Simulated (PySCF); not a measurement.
**WS₂⁺: doublet, from a PBE0 minimum start**

The task is one start of a wider search on WS₂⁺: the doublet, from a PBE0 minimum start. It is relaxed, tested by its Hessian and followed downhill if it is a saddle.

Method: PBE0, basis W def2-SVP with ECP60, S def2-SVP, scalar-relativistic core potentials, no spin–orbit coupling, density fitting; program: PySCF 2.14.0.

### 1 The starting structure

3 atoms, charge 1, spin multiplicity 2.

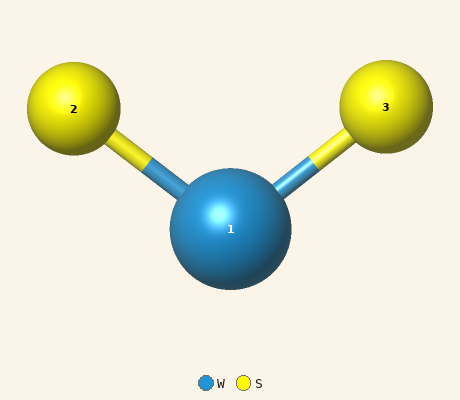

As it starts; tungsten blue, sulfur yellow; atoms are numbered from 1 in the order of the file.

Coordinates in bohr (charge 1 multiplicity 2):
```
W     0.0000    0.0000   -0.6211
S     3.1087    0.0000    1.7948
S    -3.1087    0.0000    1.7948
```

### 2 First SCF at the start

One driver script runs all steps and calls PySCF; scf.py shows how it sets up the SCF of each step. The optimiser is the driver's own. After this first run the driver tries any further starts and a stability analysis.

The input, scf.py:

```python
from pyscf import gto, scf, dft
mol = gto.M(atom='''
W      0.000000     0.000000    -0.328674
S      1.645068    -0.000000     0.949757
S     -1.645068     0.000000     0.949757''',
    basis={'W': 'def2-SVP', 'S': 'def2-SVP'},
    ecp={'W': 'def2-SVP'},
    charge=1, spin=1)
mf = dft.UKS(mol, xc='PBE0')
mf.grids.atom_grid = (50, 194)
aux = {'W': 'def2-universal-JKFIT', 'S': 'def2-universal-JKFIT'}
mf = mf.density_fit(auxbasis=aux)
mf.conv_tol = 1e-08
mf.diis_space = 10
mf.max_cycle = 60
mf.init_guess = 'minao'
mf.verbose = 4
mf.kernel()
```

Started as:

```bash
$ OMP_NUM_THREADS=2 python axn.py task.json out
```

Standard output:

```text
init E= -850.745198781796
[... the frontier-level lines of each cycle are left out ...]
cycle= 1 E= -862.5626889423  delta_E= -11.8  |g|= 0.405  |ddm|=  5.1
cycle= 2 E= -860.388990849145  delta_E= 2.17  |g|= 2.04  |ddm|= 2.45
cycle= 3 E= -862.629986524037  delta_E= -2.24  |g|= 0.196  |ddm|= 2.19
cycle= 4 E= -862.649619504499  delta_E= -0.0196  |g|= 0.0538  |ddm|= 0.229
cycle= 5 E= -862.651480137376  delta_E= -0.00186  |g|= 0.00962  |ddm|= 0.0699
cycle= 6 E= -862.651754195385  delta_E= -0.000274  |g|= 0.00563  |ddm|= 0.0298
cycle= 7 E= -862.651984846347  delta_E= -0.000231  |g|= 0.00409  |ddm|= 0.0335
cycle= 8 E= -862.652244256246  delta_E= -0.000259  |g|= 0.00308  |ddm|= 0.0651
cycle= 9 E= -862.652280314751  delta_E= -3.61e-05  |g|= 0.00122  |ddm|= 0.0267
cycle= 10 E= -862.652282170443  delta_E= -1.86e-06  |g|= 0.000166  |ddm|= 0.0044
cycle= 11 E= -862.65228225881  delta_E= -8.84e-08  |g|= 0.000104  |ddm|= 0.00113
cycle= 12 E= -862.652282270237  delta_E= -1.14e-08  |g|= 1.93e-05  |ddm|= 0.000288
cycle= 13 E= -862.652282270906  delta_E= -6.69e-10  |g|= 6.39e-06  |ddm|= 8.4e-05
Extra cycle  E= -862.652282270796  delta_E= 1.1e-10  |g|= 1.96e-05  |ddm|= 3.78e-05
converged SCF energy = -862.652282270796  <S^2> = 0.83386056  2S+1 = 2.0821725
```

This step, with its further starts and checks, needed 15 s of wall time on 2 threads of Arm Neoverse N1, shared host.

The starts that the driver tried:

```csv
start,energy (Eh)
the minimal-basis guess,-862.652282
a thermally smeared density,-862.652282
a smeared PBE density,-862.652282
```

No lower solution of this spin turned up from the other starts or in the test of internal stability.

### 3 Relaxing the doublet from the PBE0 minimum start

The program finds C2v symmetry in the start, which this walk keeps.

scf.py: that of step 2 with these lines changed.

```diff
@@ -3,3 +3,3 @@
-W      0.000000     0.000000    -0.328674
-S      1.645068    -0.000000     0.949757
-S     -1.645068     0.000000     0.949757''',
+W      0.000000     0.000000    -0.329769
+S      1.645068     0.000000     0.948662
+S     -1.645068     0.000000     0.948662''',
@@ -16 +15,0 @@
-mf.init_guess = 'minao'
```

Energy and gradient, step by step:

```
step  energy (Eh)  change (kJ/mol)  largest symmetric gradient (Eh/bohr)
   0  -862.652282             0.00                               0.00047
   1  -862.652283             0.00                               0.00019
```

The walk took 5 s.

Positions (Å) and forces (eV/Å) along the way:

```
step 0
W    0.000   0.000  -0.330   0.000   0.000  -0.024
S    1.645   0.000   0.949  -0.013   0.000   0.012
S   -1.645   0.000   0.949   0.013   0.000   0.012
step 1
W    0.000   0.000  -0.331   0.000   0.000   0.010
S    1.643   0.000   0.950  -0.009   0.000  -0.005
S   -1.643   0.000   0.950   0.009   0.000  -0.005
```

After 1 steps and 0.0 kJ/mol it ends at C2v: W–S 2.084 Å (×2); S–W–S 104.1°.

### 4 Hessian and properties

On the finer grid the gradient is checked again; gradients at displacements of ±0.02 bohr then give force constants and infrared intensities.

scf.py: that of step 3 with these lines changed.

```diff
@@ -3,3 +3,3 @@
-W      0.000000     0.000000    -0.329769
-S      1.645068     0.000000     0.948662
-S     -1.645068     0.000000     0.948662''',
+W      0.000000     0.000000    -0.328720
+S      1.645025     0.000000     0.949711
+S     -1.645025     0.000000     0.949711''',
@@ -10 +10 @@
-mf.grids.atom_grid = (50, 194)
+mf.grids.atom_grid = (75, 302)
@@ -13 +13 @@
-mf.conv_tol = 1e-08
+mf.conv_tol = 1e-10
```

The driver hands on the density of the step before, so the log starts near convergence.

SCF at the final geometry:

```text
init E= -862.652323095216
[... the frontier-level lines of each cycle are left out ...]
cycle= 1 E= -862.652323095204  delta_E= 1.18e-11  |g|= 4.28e-06  |ddm|= 5.92e-06
Extra cycle  E= -862.652323095073  delta_E= 1.31e-10  |g|= 1.58e-05  |ddm|= 1.99e-05
converged SCF energy = -862.652323095073  <S^2> = 0.83385999  2S+1 = 2.0821719
```

The whole step took 44 s.

Geometry: C2v; W–S 2.083 Å (×2); S–W–S 104.3°.

Harmonic modes (main isotopes):

```tsv
symmetry	ω (cm⁻¹)	IR (km/mol)	type
a1	223	0.2	bend
b2	565	27.4	stretch
a1	583	0.6	stretch
```

All wavenumbers are real: a minimum.

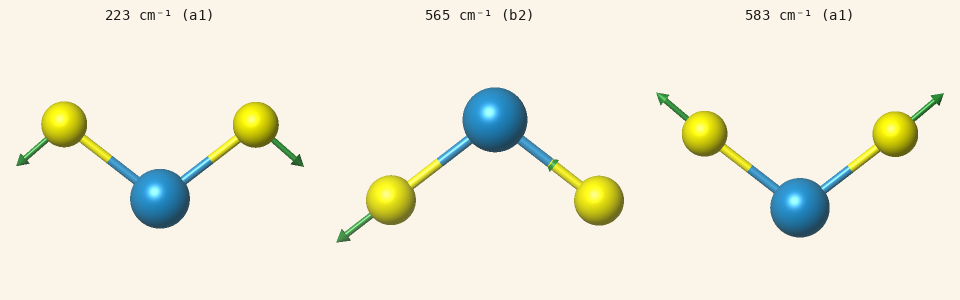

How the atoms move in 3 of the modes.

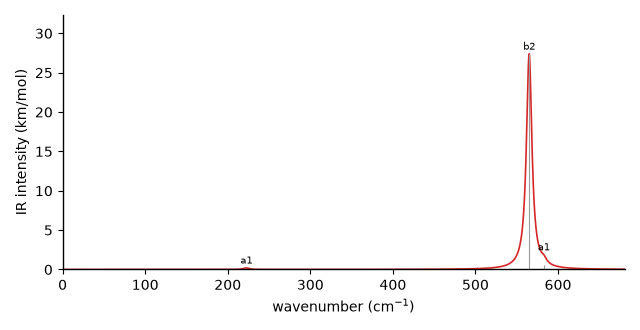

The harmonic infrared spectrum (widths in cm⁻¹). Lines are broadened to a width of 8 cm⁻¹ (Lorentzian).

Constants and moments:

* Dipole moment about the centre of mass: 2.62 D
* Highest occupied level: -13.02 eV
* Lowest empty level: -9.80 eV
* Rotational constants: 0.2174, 0.09742, 0.06727 cm⁻¹
* Zero-point energy: 8.2 kJ/mol
* Principal polarisabilities: 41.0, 51.7, 92.8 bohr³
* Principal traceless quadrupole moments about the centre of mass: -4.26, 1.10, 3.15 D Å
* Entropy at 298.15 K and 1 bar (electronic part: spin only): 300.9 J/(mol K)
* Heat capacity Cp at 298.15 K: 49.9 J/(mol K)
* Enthalpy at 298.15 K above 0 K: 12.22 kJ/mol
* Rotational symmetry number: 2
* Spin squared ⟨S²⟩: 0.834

Charges (e) and bond orders:

```tsv
atom	Mulliken	Löwdin	polar tensor	spin (Mulliken)	Mayer order to W1
W1	0.77	-0.01	1.26	1.52	–
S2,3	0.11	0.51	-0.13	-0.26	2.43
```

Mulliken populations on W1 (outside its core potential): s 2.66, p 6.14, d 4.36, f 0.06.

### 5 What came out

| quantity | value |
| --- | --- |
| minimum | doublet, C2v |
| geometry | W–S 2.083 Å (×2); S–W–S 104.3° |
| wavenumbers (cm⁻¹) | 223 (a1), 565 (b2), 583 (a1) |
| dipole moment (centre of mass) | 2.62 D |
| highest occupied, lowest empty level (either spin) | -13.02, -9.80 eV |
| polar-tensor charge of W1 | +1.26 e |
| zero-point energy | 8.2 kJ/mol |
| entropy at 298.15 K | 300.9 J/(mol K) |
| ⟨S²⟩ | 0.834 |

What this shows: The molecule stays C2v, as typed, and the end point is a minimum. In the infrared the band at 565 cm⁻¹ (b2, stretch) leads. Most of the spin sits on W1 (Mulliken spin 1.52, against 1 for the whole molecule). Other starts or spin states, not run here, may lie lower. One determinant may miss the lowest occupation of an open d or f shell. With an element this heavy the missing spin–orbit coupling can shift these numbers.

The search up to here took 64 s.
